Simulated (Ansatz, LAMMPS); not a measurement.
**Forces and charges in liquid K(F,Br) at 850 K (94 atoms)**

What does DFT give for liquid K(F,Br) at 850 K (94 atoms) as built?

Main program and level: Ansatz 0.2.0; Kohn-Sham DFT, r2SCAN, PAW (set soft_2), plane waves.

## 1. The structure

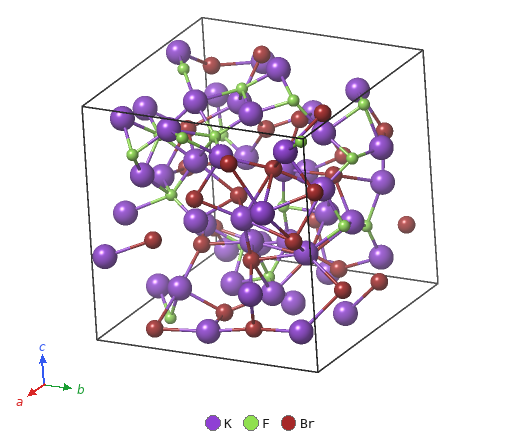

Start, viewed slightly off an axis; potassium purple, fluorine green, bromine red. Bonds to atoms that aren't drawn are left out. Some periodic images of atoms are drawn too.

The cell holds 94 atoms: 47 K, 18 F and 29 Br. Its edges and angles: a = 15.109 Å, b = 15.109 Å, c = 15.109 Å, α = 90.0°, β = 90.0°, γ = 90.0°. 94 atoms (47 K, 18 F, 29 Br) placed at random at 2.17 g/cm³, melted at 1800 K for 10 ps at fixed volume with the Lennard-Jones and Coulomb ion parameters for SPC/E (Joung and Cheatham, J. Phys. Chem. B 112, 9020 (2008)), full charges. Snapshot at the end of a hold of 20 ps at 850 K and fixed volume.

Before any run, some limits are plain. The starting topology of bonds comes from the classical model, and needn't be the one that DFT or experiment would give. The ion parameters were fitted for water, not for melts, so the starting structure of this cell may lie well off the real melt's. Sampling is at Γ alone, for a cell whose shortest periodic width is 15 Å.

## 2. The classical run that made the cell

A classical potential supplies the starting structure, since it reaches far longer times than DFT.

This step: classical MD, Lennard-Jones and Coulomb ion parameters for SPC/E (Joung and Cheatham, J. Phys. Chem. B 112, 9020 (2008)), full charges (LAMMPS 22 Jul 2025 - Update 4).

File in.lmp:

```
# melt-quench of K47F18Br29
units metal
atom_style charge
boundary p p p
region box block 0 15.1089 0 15.1089 0 15.1089
create_box 3 box
mass 1 39.0983   # K
mass 2 18.9984   # F
mass 3 79.9040   # Br
create_atoms 1 random 47 495313 NULL overlap 2.2 maxtry 2000
create_atoms 2 random 18 495320 NULL overlap 2.2 maxtry 2000
create_atoms 3 random 29 495327 NULL overlap 2.2 maxtry 2000
pair_style lj/cut/coul/long 9.0
pair_modify mix arithmetic tail yes
pair_coeff 1 1 0.018634 2.8384   # K
pair_coeff 2 2 0.000321 4.0215   # F
pair_coeff 3 3 0.001169 4.9017   # Br
set type 1 charge 1
set type 2 charge -1
set type 3 charge -1
kspace_style pppm 1.0e-4
neigh_modify delay 0 every 1 check yes
thermo_style custom step time temp pe press density
thermo_modify norm yes
timestep 0.002
thermo 100
min_style cg
minimize 1e-4 1e-4 200 2000
reset_timestep 0
velocity all create 1800 495314 mom yes dist gaussian
fix lim all nve/limit 0.05
fix lan all langevin 1800 1800 0.2 495315 zero yes
thermo 500
run 1000 post no
# [... 10 lines left out ...]
compute msd all msd com yes
thermo 2500
fix md all nvt temp 850 850 0.2
run 10000 post no
print "== T850: mean square displacement over the hold $(c_msd[4]:%.2f) A^2"
unfix md
uncompute msd
write_dump all custom T850.dump id type xs ys zs modify sort id
```

Command:

```bash
$ lmp -in in.lmp -log none -nocite
```

Numbers of over 12 decimals in the logs are rounded to 6 here.

The log of the run:

```text
LAMMPS (22 Jul 2025 - Update 4)
Created orthogonal box = (0 0 0) to (15.1089 15.1089 15.1089)
Created 47 atoms
Created 18 atoms
Created 29 atoms
PPPM initialization ...
  G vector (1/distance) = 0.30620375
  grid = 10 10 10
  estimated relative force accuracy = 7.8164836e-05
   Step          Time           Temp          PotEng         Press         Density
         0   0              0              2.5359135      691748.93      2.1649845
       100   0.2            0             -3.6949034     -6934.4999      2.1649845
       115   0.23           0             -3.7053288     -5620.794       2.1649845
[... 21 lines left out ...]
Loop time of 0.904836 s on 1 MPI rank(s) for 5000 steps with 94 atoms
   Step          Time           Temp          PotEng         Press         Density
[... 5 lines left out ...]
Loop time of 0.443285 s on 1 MPI rank(s) for 2500 steps with 94 atoms
   Step          Time           Temp          PotEng         Press         Density
[... 2 lines left out ...]
     12500   25             795.94285     -3.5995211      4374.735       2.1649845
     15000   30             861.5891      -3.610122       3111.0801      2.1649845
     17500   35             868.45781     -3.6122476      971.03058      2.1649845
     18500   37             860.55035     -3.6074908      5482.0392      2.1649845
Loop time of 1.73838 s on 1 MPI rank(s) for 10000 steps with 94 atoms
== T850: mean square displacement over the hold 16.50 A^2
```

Elapsed: 3.4 s, on 1 thread of Arm Neoverse V2, shared host; peak memory 0.07 GiB.

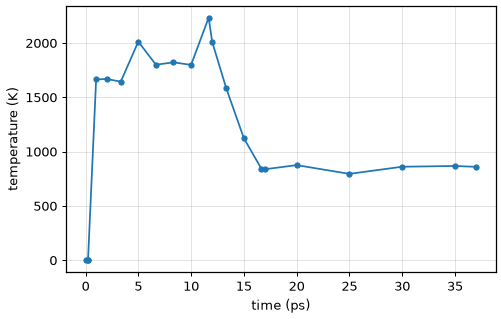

Temperature, plotted against time.

## 3. Plane-wave single point

One self-consistent run at the given positions yields energy and forces.

File input.yaml:

```yaml
crystal:
  lattice:
    - [15.1089, 0.0, 0.0]
    - [0.0, 15.1089, 0.0]
    - [0.0, 0.0, 15.1089]
  atoms:
    - { symbol: K, position: [0.45306, 0.32342, 0.07808] }
    - { symbol: K, position: [0.80524, 0.06917, 0.88424] }
    - { symbol: K, position: [0.4497, 0.77985, 0.78522] }
    - { symbol: K, position: [0.87441, 0.43916, 0.05001] }
    - { symbol: K, position: [0.59636, 0.06475, 0.08666] }
    - { symbol: K, position: [0.07817, 0.54773, 0.01433] }
    - { symbol: K, position: [0.19238, 0.80039, 0.87384] }
    - { symbol: K, position: [0.73767, 0.24269, 0.15542] }
    - { symbol: K, position: [0.84669, 0.84757, 0.09374] }
    - { symbol: K, position: [0.35835, 0.53372, 0.56004] }
    - { symbol: K, position: [0.53214, 0.07684, 0.53337] }
    - { symbol: K, position: [0.52998, 0.46622, 0.30728] }
    - { symbol: K, position: [0.93863, 0.75799, 0.62454] }
    - { symbol: K, position: [0.60533, 0.29234, 0.91073] }
    - { symbol: K, position: [0.13356, 0.23812, 0.48439] }
    - { symbol: K, position: [0.36984, 0.16221, 0.27639] }
    - { symbol: K, position: [0.01246, 0.43916, 0.40631] }
    - { symbol: K, position: [0.04555, 0.06924, 0.69618] }
    - { symbol: K, position: [0.3218, 0.33126, 0.80662] }
    - { symbol: K, position: [0.83726, 0.82202, 0.85844] }
    - { symbol: K, position: [0.16106, 0.29025, 0.13453] }
    - { symbol: K, position: [0.8221, 0.51833, 0.78938] }
    - { symbol: K, position: [0.21062, 0.86923, 0.17483] }
    - { symbol: K, position: [0.32727, 0.96875, 0.70249] }
    - { symbol: K, position: [0.66652, 0.7893, 0.35459] }
    - { symbol: K, position: [0.74631, 0.02163, 0.44984] }
    - { symbol: K, position: [0.07473, 0.52386, 0.69418] }
    - { symbol: K, position: [0.1971, 0.88971, 0.49325] }
    - { symbol: K, position: [0.61833, 0.2839, 0.66105] }
    - { symbol: K, position: [0.82701, 0.28999, 0.87552] }
    - { symbol: K, position: [0.73448, 0.33382, 0.45562] }
    - { symbol: K, position: [0.42305, 0.86885, 0.40608] }
    - { symbol: K, position: [0.38095, 0.5521, 0.99975] }
    - { symbol: K, position: [0.60542, 0.58897, 0.13018] }
    - { symbol: K, position: [0.34109, 0.07759, 0.9917] }
    - { symbol: K, position: [0.60898, 0.85174, 0.61631] }
    - { symbol: K, position: [0.9871, 0.05337, 0.35924] }
    - { symbol: K, position: [0.55875, 0.0342, 0.82917] }
    - { symbol: K, position: [0.77518, 0.57355, 0.51399] }
    - { symbol: K, position: [0.02565, 0.05863, 0.02418] }
    - { symbol: K, position: [0.2948, 0.50053, 0.22392] }
    - { symbol: K, position: [0.44601, 0.82483, 0.017] }
    - { symbol: K, position: [0.04874, 0.29425, 0.8712] }
    - { symbol: K, position: [0.28658, 0.67858, 0.36528] }
    - { symbol: K, position: [0.57002, 0.52166, 0.87734] }
    - { symbol: K, position: [0.81101, 0.14664, 0.65477] }
    - { symbol: K, position: [0.93284, 0.67554, 0.26334] }
    - { symbol: F, position: [0.44482, 0.41694, 0.92298] }
    - { symbol: F, position: [0.6879, 0.20265, 0.52982] }
    - { symbol: F, position: [0.49731, 0.93036, 0.71526] }
    - { symbol: F, position: [0.49085, 0.18246, 0.99163] }
    - { symbol: F, position: [0.0585, 0.0927, 0.53098] }
    - { symbol: F, position: [0.915, 0.94126, 0.94776] }
    - { symbol: F, position: [0.58922, 0.92696, 0.46071] }
    - { symbol: F, position: [0.93909, 0.41363, 0.89884] }
    - { symbol: F, position: [0.26336, 0.84161, 0.32431] }
    - { symbol: F, position: [0.32086, 0.30695, 0.18944] }
    - { symbol: F, position: [0.91848, 0.16929, 0.78501] }
    - { symbol: F, position: [0.68083, 0.16308, 0.77996] }
    - { symbol: F, position: [0.68234, 0.416, 0.80766] }
    - { symbol: F, position: [0.33204, 0.50704, 0.38843] }
    - { symbol: F, position: [0.45419, 0.49062, 0.12981] }
    - { symbol: F, position: [0.70936, 0.17497, 0.00756] }
    - { symbol: F, position: [0.50245, 0.68202, 0.9306] }
    - { symbol: F, position: [0.34524, 0.91244, 0.88659] }
    - { symbol: Br, position: [0.16799, 0.12587, 0.87587] }
    - { symbol: Br, position: [0.72359, 0.57064, 0.31486] }
    - { symbol: Br, position: [0.58118, 0.44942, 0.52187] }
    - { symbol: Br, position: [0.93201, 0.22837, 0.05339] }
    - { symbol: Br, position: [0.314, 0.06748, 0.48632] }
    - { symbol: Br, position: [0.15672, 0.08497, 0.17074] }
    - { symbol: Br, position: [0.73726, 0.98701, 0.25041] }
    - { symbol: Br, position: [0.22047, 0.67789, 0.10142] }
    - { symbol: Br, position: [0.1835, 0.36536, 0.64348] }
    - { symbol: Br, position: [0.84606, 0.6323, 0.07703] }
    - { symbol: Br, position: [0.49092, 0.70201, 0.26253] }
    - { symbol: Br, position: [0.124, 0.87121, 0.68167] }
    - { symbol: Br, position: [0.68255, 0.40829, 0.05337] }
    [... 10 atom lines left out ...]
    - { symbol: Br, position: [0.92468, 0.24194, 0.4324] }
    - { symbol: Br, position: [0.00481, 0.87654, 0.23642] }
    - { symbol: Br, position: [0.41986, 0.97367, 0.16332] }
    - { symbol: Br, position: [0.66252, 0.90346, 0.96803] }
    - { symbol: Br, position: [0.01908, 0.4694, 0.20712] }
    - { symbol: Br, position: [0.84021, 0.94594, 0.70218] }
kpoints:
  mp_grid: { grid: [1, 1, 1] }
hamiltonian:
  xc: r2scan
scf:
  occupations: { method: gaussian, width: 0.05 }
output:
  forces: true
  stress: true
  populations: intrinsic
  dos:
    method: { smearing: { sigma: 0.15 } }
    de: 0.1
    projected: { site_lists: { Br: [Br], F: [F], K: [K] } }
  eigenvalues: true
  write_density: true
  write_potential: true
  volumetric_format: npy
```

Command:

```bash
$ ansatz run input.yaml --threads 8 --pin off --max-ram 15872MiB --backend cpu --events-out ev --progress --plain --runs-dir out
```

The log of the run:

```text
Engine: ansatz 0.2.0, aarch64-unknown-linux-gnu
Pseudopotentials: kind: paw
Pseudopotential: K, paw, valence charge 9, recommended cutoff 500 eV (meta_gga), K.paw.azcp
Pseudopotential: F, paw, valence charge 7, recommended cutoff 500 eV (meta_gga), F.paw.azcp
Pseudopotential: Br, paw, valence charge 7, recommended cutoff 500 eV (meta_gga), Br.paw.azcp
Functional definition: r2SCAN
  parameter k0 = 0.174
  parameter k1 = 0.065
  parameter a1 = 4.9479
  exchange = r2scan_x(k0 = k0, k1 = k1, a1 = a1)
  correlation = r2scan_c
Crystal: 94 atoms, lattice volume = 3449.042 Å³
Basis set: ecut = 500 eV, 87655 PW (Γ), exchange–correlation on 480×480×480 points (64 copies of the dense FFT grid, shifted against one another)
Bands: 470, of which v1, the nominal top of the filled ones, is band 376 counted from 1 (375 counted from 0)
Symmetry: 1 space group operations
Space group: P1 (ITA 1), of the structure as read, at distance tolerance 1.5e-4 Å
k-points: 1
Non-local potential: K, projectors of the file, l = 0: 3, l = 1: 2, l = 2: 2
Non-local potential: F, projectors of the file, l = 0: 2, l = 1: 2, l = 2: 1
Non-local potential: Br, projectors of the file, l = 0: 2, l = 1: 2, l = 2: 2
PAW form: soft (Blöchl's): semilocal exchange-correlation on the pseudo side does not see the compensation charge
PAW frozen core: K, regenerated for the run's functional (the file was generated under x = pbe(κ = 0.804, μ = 0.219515), c = pbe(β = 0.066725))
PAW frozen core: F, regenerated for the run's functional (the file was generated under x = pbe(κ = 0.804, μ = 0.219515), c = pbe(β = 0.066725))
PAW frozen core: Br, regenerated for the run's functional (the file was generated under x = pbe(κ = 0.804, μ = 0.219515), c = pbe(β = 0.066725))
PAW one-centre angular grid: K, 302 points (default); XC on 160 Gauss nodes
PAW one-centre angular grid: F, 302 points (default); XC on 160 Gauss nodes
PAW one-centre angular grid: Br, 302 points (default); XC on 160 Gauss nodes
Initial density: superposition of atomic densities (neutral atoms: chi_scale 0, normalization atom), corrected by the library's trained network
Initial wavefunctions: pseudopotential atomic-orbital guess
Functional: x = r2scan, c = r2scan; τ floored in thin density (d = 2e-4 eV/Å³)
SCF iter   1: F=—  HF=-168214.233620 eV  |F-HF|=—  |Δ(HF+E_count)|=         —  Δρ=4.23e-3  dr2=6.72e-1  dr2_τ=5.38e-1  ethr=1.77e-3  ⟨swp⟩=7.0  Hψ=1963  notcnv=0  defer=73
preconditioner: auto → Resta (q_TF=auto, 2.117 Å⁻¹)  ε∞=2.2  [insulator: Δε(μ)=4.108 eV  Ē_g=14.211 eV  σ=0.050 eV  W_gap=1.00  n_scr=514 (ndim 8)  ℏωp=15.8 eV  f_vac=0.221  D(μ)=0.00/eV (n_scr^D=0)  ε∞_Penn≈2.2]
SCF iter   2: F=—  HF=-168215.338967 eV  |F-HF|=—  |Δ(HF+E_count)|=    1.11e0  Δρ=2.06e-3  dr2=7.92e-2  dr2_τ=1.31e-2  ethr=8.93e-5  ⟨swp⟩=3.0  Hψ=881  notcnv=0  defer=87
SCF iter   3: F=—  HF=-168215.334648 eV  |F-HF|=—  |Δ(HF+E_count)|=   4.32e-3  Δρ=7.45e-4  dr2=2.15e-2  dr2_τ=1.22e-3  ethr=1.05e-5  ⟨swp⟩=2.0  Hψ=719  notcnv=0  defer=87
SCF iter   4: F=—  HF=-168215.333223 eV  |F-HF|=—  |Δ(HF+E_count)|=   1.42e-3  Δρ=2.17e-4  dr2=1.50e-3  dr2_τ=1.34e-4  ethr=2.85e-6  ⟨swp⟩=2.0  Hψ=710  notcnv=0  defer=87
SCF iter   5: F=—  HF=-168215.333939 eV  |F-HF|=—  |Δ(HF+E_count)|=   7.16e-4  Δρ=9.21e-5  dr2=2.38e-4  dr2_τ=2.28e-5  ethr=1.99e-7  ⟨swp⟩=2.0  Hψ=708  notcnv=0  defer=87
SCF iter   6: F=—  HF=-168215.334071 eV  |F-HF|=—  |Δ(HF+E_count)|=   1.32e-4  Δρ=4.74e-5  dr2=5.67e-5  dr2_τ=5.01e-6  ethr=3.17e-8  ⟨swp⟩=2.0  Hψ=710  notcnv=0  defer=87
SCF iter   7: F=—  HF=-168215.334210 eV  |F-HF|=—  |Δ(HF+E_count)|=   1.40e-4  Δρ=8.10e-6  dr2=3.78e-6  dr2_τ=4.08e-7  ethr=7.55e-9  ⟨swp⟩=2.0  Hψ=793  notcnv=0  defer=87
SCF iter   8: F=—  HF=-168215.334221 eV  |F-HF|=—  |Δ(HF+E_count)|=   1.05e-5  Δρ=2.65e-6  dr2=4.22e-7  dr2_τ=1.49e-8  ethr=5.02e-10  ⟨swp⟩=2.0  Hψ=752  notcnv=0  defer=87
SCF iter   9: F=—  HF=-168215.334222 eV  |F-HF|=—  |Δ(HF+E_count)|=   1.45e-6  Δρ=3.42e-6  dr2=2.58e-7  dr2_τ=2.15e-8  ethr=1.33e-11  ⟨swp⟩=25.0  Hψ=4518  notcnv=0
SCF iter  10: F=-168215.334222 eV  HF=-168215.334222 eV  |F-HF|=2.62e-8  |Δ(HF+E_count)|=   2.79e-9  Δρ=5.00e-7  dr2=1.10e-8  dr2_τ=7.67e-10  ethr=1.33e-11  ⟨swp⟩=6.0  Hψ=2707  notcnv=0
SCF 1 converged in 10 iterations: F = -168215.334222 eV  dr2 = 1.10e-8
  greatest PAW one-centre occupation: 0.989 electrons in one spin orbital (limit 2), on the K atom at site 3 (counted from 0), in its partial waves of l = 0
WARN: The input density's exchange-correlation potential varies sharply where the density is thin. Do not read a vacuum level from v_tot or v_xc, or from such a field of the output density. On a cell that repeats whose density bears no net charge and no dipole along the vacuum's axis use v_es (v_loc + v_h of the components); [...]
SCF converged after 10 iterations
Free energy (F): -168215.334222 eV
Harris-Foulkes:  -168215.334222 eV  (|F-HF|=2.62e-8)
Internal energy: -168215.334222 eV  (E = F + TS)
E sigma→0 (E₀):  -168215.334222 eV
Fermi energy:    2.146146 eV
--- Per-component energies (eV) ---
  E_band       = -7878.485363
  E_kinetic    = 19582.200945
  E_local      = -60629.241217  (includes V_loc(G=0)·N_el)
  E_nonlocal   = 3919.967155
  E_hartree    = 22672.299081
  E_xc         = -15027.676317
  E_vxc        = -14241.629009  (∫ρ·V_xc dr)
  E_paw        = -106509.528281  (= ΣΔE_a)
  E_vpaw       = -2726.145307  (= ΣTr[D̂ρ^β])
  E_aug_tail   = 0.018474  (compensation charges beyond the density's cutoff)
  E_vtau       = 871.751233  (kinetic-family band-sum trace: ∫τ·v_τ [+ j·A + Jᵃ·Aᵃ] dr)
  E_ewald      = -32209.000698
  E_core_change = -14.373365  (= ΣΔE_core)
  E_smearing   = -0.000000  (= −TS)
  E_closure    = 0.000000  (closes the sum)
  Σ components = -168215.334222   (vs F -168215.334222, Δ=0.00e0)
--- Forces (eV/Å), atoms counted from 1 ---
  atom   1  K     -0.15950423     0.28379284     0.02864360
  atom   2  K      0.01046470     0.04425816     0.22572663
  atom   3  K      0.04640072    -0.25757373     0.23959442
  atom   4  K      0.48841221    -0.22373108     0.07578870
  atom   5  K      0.17196368     0.41714792    -0.05943181
  atom   6  K     -0.17961051     0.02385895    -0.23087012
  atom   7  K      0.03500627    -0.06072558    -0.16871982
  atom   8  K      0.22249502    -0.39557741    -0.04535637
  atom   9  K     -0.05661390     0.50924460    -0.16521138
  atom  10  K      0.11804902    -0.21041156    -0.13702951
  atom  11  K     -0.11659582     0.20507586     0.01014618
  atom  12  K     -0.34041357     0.08494072     0.13088215
  atom  13  K     -0.07665549     0.32944233     0.25482599
  atom  14  K     -0.32318120    -0.74626918    -0.28389971
[...]
atom  93  Br     0.37173114     0.04415452    -0.04869251
  atom  94  Br    -0.13755985     0.17992430    -0.43698229
  max |Σ_I F_I| component: 5.69e-5 eV/Å
--- Stress (GPa, compression-positive) ---
       -0.916072      -0.212278      -0.065936
       -0.212278      -0.847409      -0.055103
       -0.065936      -0.055103      -0.781928
  P = ⅓ Tr σ = -0.8485 GPa (-8.485 kbar)
--- Band table (eV) ---
  k-point 0: bands = ["-30.3793", "-30.0451", "-29.9893", "-29.9802", [... 454 levels ...], "8.0530", "8.0735", "8.0987", "8.1109", "8.1151", "8.1562", "8.1844", "8.1993", "8.2254", "8.2410", "8.2562", "8.2804"]
--- intrinsic populations: 94 sites ---
  site symbol       q [e]
     0      K      8.1646
     1      K      8.1762
     2      K      8.1660
[...]
93     Br      7.7409
  spilling = -0.000000 (of n_electrons = 752.000000)
```

Run time: 83 s. Hardware: 8 threads of Arm Neoverse V2, shared host; peak memory 10 GiB; 11 min of CPU time.

The program notes that the exchange-correlation potential is rough where the density is thin.

Read from the output:

| Item | Value |
| --- | --- |
| free energy | -168215.3342 eV |
| free energy per atom | -1789.5248 eV/atom |
| SCF cycles | 10 |
| pressure | -0.8485 GPa |
| r.m.s. force component | 0.2607 eV/Å |
| longest force | 1.04 eV/Å |
| Fermi energy | 2.146 eV |
| gap (highest filled to lowest empty level) | 3.954 eV |

Length of the force by element:

| element | coordination | atoms | mean length of the force (eV/Å) | spread | least | most |
| --- | --- | --- | --- | --- | --- | --- |
| Br | all | 29 | 0.357 | 0.176 | 0.0666 | 0.707 |
| F | all | 18 | 0.454 | 0.212 | 0.219 | 1.04 |
| K | all | 47 | 0.42 | 0.193 | 0.183 | 0.883 |

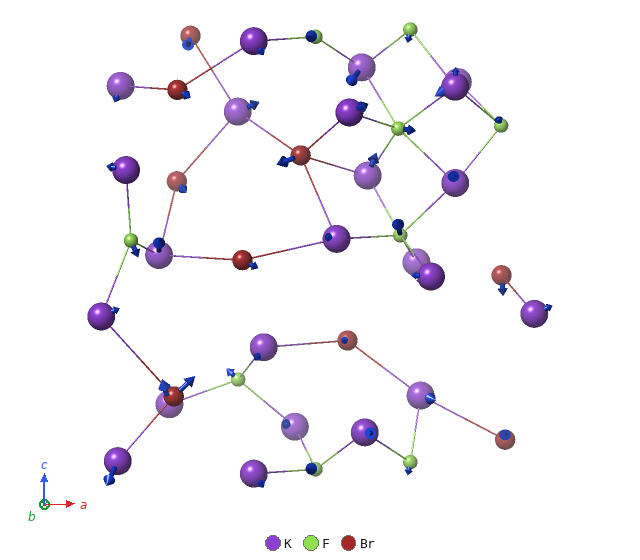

Forces as arrows; the longest in the cell is 1.04 eV/Å. Drawn is a slice 6 Å thick, seen along the normal of the ac plane.

Intrinsic-atomic-orbital charges by element:

| element | coordination | atoms | mean charge (e) | spread | least | most |
| --- | --- | --- | --- | --- | --- | --- |
| Br | all | 29 | -0.750 | 0.01 | -0.768 | -0.729 |
| F | all | 18 | -0.890 | 0.0062 | -0.902 | -0.878 |
| K | all | 47 | 0.804 | 0.0258 | 0.752 | 0.865 |

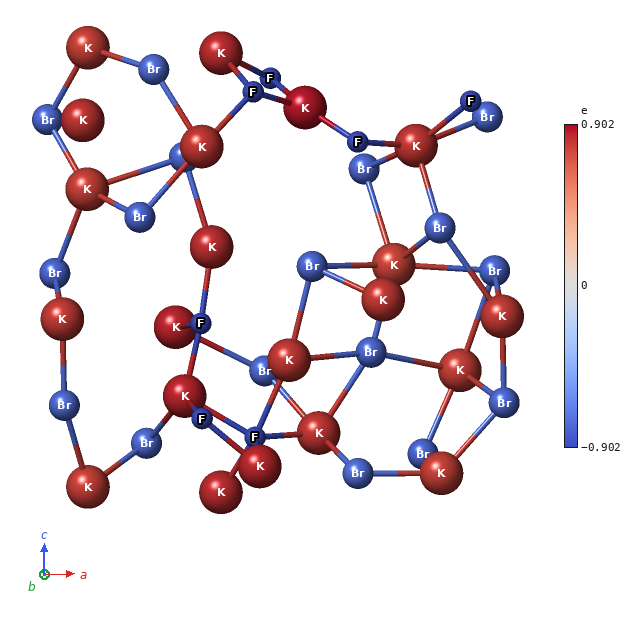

Atoms coloured by intrinsic-atomic-orbital charge. Drawn is a slice 6 Å thick, seen along the normal of the ac plane. Bonds to atoms that aren't drawn are left out.

Density of states as counts of states in windows of 1 eV (from the Fermi level), total and the larger projections:

| from (eV) | to (eV) | total | Br p | F p | K s | K p |
| --- | --- | --- | --- | --- | --- | --- |
| -14 | -13 | 109.5 | 0.3 | 0.3 | 0.2 | 104.2 |
| -13 | -12 | 4.6 | 0.0 | 0.0 | 0.0 | 4.5 |
| -12 | -5 | 0.0 | 0.0 | 0.0 | 0.0 | 0.0 |
| -5 | -4 | 6.2 | 0.1 | 5.9 | 0.1 | 0.0 |
| -4 | -3 | 124.4 | 44.5 | 74.5 | 3.4 | 0.7 |
| -3 | -2 | 148.6 | 120.0 | 24.5 | 2.1 | 0.6 |
| -2 | -1 | 2.8 | 2.7 | 0.0 | 0.0 | 0.0 |
| -1 | 1 | 0.0 | 0.0 | 0.0 | 0.0 | 0.0 |
| 1 | 2 | 1.0 | 0.0 | 0.0 | 0.8 | 0.0 |
| 2 | 3 | 6.3 | 0.3 | 0.1 | 4.8 | 0.0 |
| 3 | 4 | 24.8 | 1.2 | 0.2 | 16.7 | 0.1 |
| 4 | 5 | 55.8 | 1.2 | 0.3 | 21.1 | 0.1 |

Between -26 and -14 eV lie 262 more states.

The stored curve holds about 658 of the 752 electrons; the rest, give or take the few that broadening carries across the Fermi level, lie in deeper levels below its range.

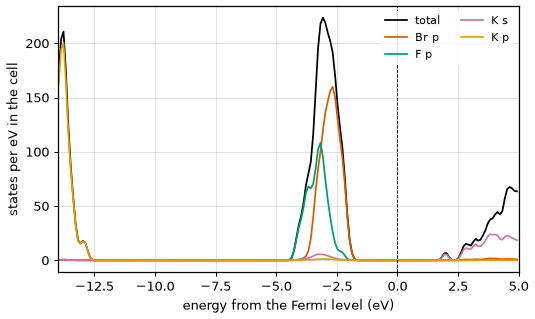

Total and projected density of states, with the broadening of the input.

The levels nearest the highest filled one (over half full), pooled over k-points and spins:

| level less the highest filled one (eV) | occupation |
| --- | --- |
| -0.240 | 2 |
| -0.190 | 2 |
| -0.161 | 2 |
| -0.152 | 2 |
| -0.141 | 2 |
| 0 | 2 |
| 3.95 | 0 |
| 4.67 | 0 |
| 4.80 | 0 |
| 4.92 | 0 |
| 5.10 | 0 |
| 5.19 | 0 |

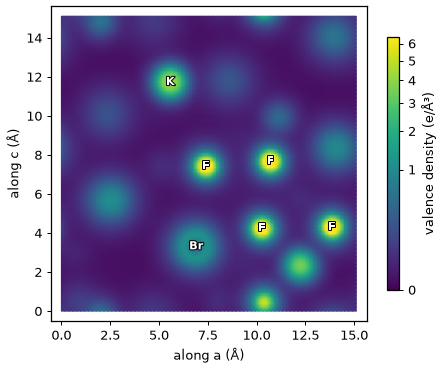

Valence density in the ac plane at fractional y = 0.175, with atoms of K and F and Br within 0.2 Å of it. It is the smooth field of the valence electrons, not physical close to the nuclei. The map starts off the cell's origin, so that atoms lie inside it. The colour scale is stretched toward low values.

(Continued in part 2 of 2.)

[Logs are printed without paths, hosts, clocks, repeated set-up lines and the standing remarks that a program may print on its own settings, such as how far it seeks lower states.]

[Hosts, paths, dates, database ids (printed as entryN), source tags and the programs' standing remarks are cut or masked in the printed files.]
